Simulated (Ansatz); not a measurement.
# GaH6O3P: one species, many methods

Aim: compute GaH6O3P with functionals from several rungs and with coupled cluster, and see how far each lands from CCSD(T) at the basis-set limit for the atomisation energy.

Method: functionals in def2-TZVPP, the program's frozen cores in correlated methods; program: Ansatz 0.2.0, Gaussian basis.

Levels to be run: LDA (SPW92), PBE-D4, revPBE-D4, BLYP-D4, r2SCAN-D4, B97M-V, PBE0-D4, B3LYP-D4, r2SCANh-D4, r2SCAN0-D4, HSE06-D4, BHLYP-D4, CAM-B3LYP-D4, LC-ωPBE, ωB97X-V, ωB97M-V, B2PLYP, PBE-QIDH; CCSD(T)/def2-SVP; CCSD(T)/def2-TZVPP; MP2/def2-QZVPP; extrapolation to the limit; RPA on PBE.

## Step 1: The geometry

The geometry comes from an earlier relaxation with PBE0-D4 in a triple-zeta def2 set; it is a stationary point, not always the lowest conformer.

SMILES `[OH][Ga-]([OH])([OH])[PH3+]`, 11 atoms, charge 0, spin multiplicity 1.

Atoms are counted from 1 here; the program's logs count them from 0.

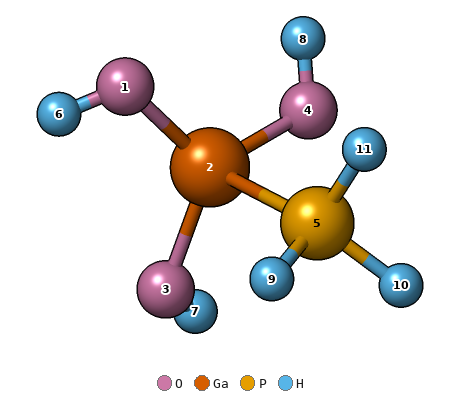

The structure; oxygen pink, gallium orange, phosphorus amber, hydrogen blue; atoms are numbered from 1 in the order of the file.

## Step 2: LDA

This LDA is Slater exchange with PW92 correlation.

File in.yaml:

```yaml
crystal:
  periodic: [false, false, false]
  atoms:
    - {symbol: O, position_ang: [-1.777244, 0.351677, 1.087567]}
    - {symbol: Ga, position_ang: [-0.221226, -0.481746, 0.728024]}
    - {symbol: O, position_ang: [1.211875, -0.084009, 1.744297]}
    - {symbol: O, position_ang: [-0.286195, -2.103383, -0.053735]}
    - {symbol: P, position_ang: [0.432600, 0.885778, -1.355224]}
    - {symbol: H, position_ang: [-1.725670, 0.896459, 1.875462]}
    - {symbol: H, position_ang: [1.801270, -0.833075, 1.852677]}
    - {symbol: H, position_ang: [-1.183691, -2.431308, -0.138639]}
    - {symbol: H, position_ang: [0.683725, 2.265413, -1.214217]}
    - {symbol: H, position_ang: [1.596465, 0.531641, -2.066798]}
    - {symbol: H, position_ang: [-0.466610, 0.945351, -2.438813]}
basis:
  gaussian: {orbitals: def2-TZVPP}
hamiltonian: {xc: lda}
output: {orbitals: {seedname: orbitals}}
```

On the command line:

```console
$ ansatz run in.yaml --threads 4 --pin off --events-out ev --progress --plain --max-ram 11315MiB
```

The runs that follow: PBE-D4 (GGA); revPBE-D4 (GGA); BLYP-D4 (GGA); r2SCAN-D4 (meta-GGA); B97M-V (meta-GGA); B3LYP-D4 (hybrid); r2SCANh-D4 (hybrid); r2SCAN0-D4 (hybrid); HSE06-D4 (hybrid); BHLYP-D4 (hybrid); CAM-B3LYP-D4 (range-separated); LC-ωPBE (range-separated); ωB97X-V (range-separated); ωB97M-V (range-separated); B2PLYP (double hybrid); PBE-QIDH (double hybrid); CCSD(T) in def2-SVP; CCSD(T) in def2-TZVPP; MP2 in def2-QZVPP; RPA on PBE orbitals.

Before running them: what should the planned runs give, taken together? Wanted: atomisation energy, CCSD(T)/CBS; farthest beyond LDA; mean size of error, GGA; mean size of error, meta-GGA; mean size of error, hybrid; mean size of error, range-separated; mean size of error, double hybrid; gap, smallest and largest; T1 diagnostic.

As calculated:

```
                               quantity                                              value
        atomisation energy, CCSD(T)/CBS                                     855.9 kcal/mol
functionals within 8.6 kcal/mol (1.0 %)  PBE-D4, r2SCAN-D4, CAM-B3LYP-D4, ωB97X-V, ωB97M-V
                    farthest beyond LDA                          BHLYP-D4 (-46.1 kcal/mol)
                mean size of error, GGA                                      11.6 kcal/mol
           mean size of error, meta-GGA                                       9.4 kcal/mol
             mean size of error, hybrid                                      24.9 kcal/mol
    mean size of error, range-separated                                       8.1 kcal/mol
      mean size of error, double hybrid                                      21.0 kcal/mol
              gap, smallest and largest              5.38 eV (BLYP-D4), 12.82 eV (LC-ωPBE)
                          T1 diagnostic                                             0.0139
triples share of the correlation energy                                              3.6 %
```

In words: LDA overbinds by 128.4 kcal/mol (15 %). PBE-D4 misses by +0.5 kcal/mol. Double hybrids carry the basis error of their MP2 part in triple zeta, and no dispersion term here, so their miss is partly the set-up's. Taken by rung, range-separated functionals do best (8.1 kcal/mol on average) and hybrid ones worst beyond LDA (24.9 kcal/mol). double hybrid functionals lie within the reference's doubt of that worst mean (21.0 kcal/mol), so those two tie. The gap between the best rungs is small, so their order is not settled. The mean of the hybrids holds BHLYP, with half exact exchange. The reference freezes the cores and leaves out relativity and excitations past (T), and its outer-core shells are covered unevenly, so misses under about 8.6 kcal/mol can't be ranked. Hartree-Fock recovers 66 % of the binding; the rest is correlation. CCSD(T) in def2-SVP is off by -74.0 kcal/mol, so the small basis spoils what the method gains. Orbital gaps span 5.4 to 12.8 eV; exact exchange widens them. Correlated methods include outer-core shells of Ga, which these sets cover unevenly.
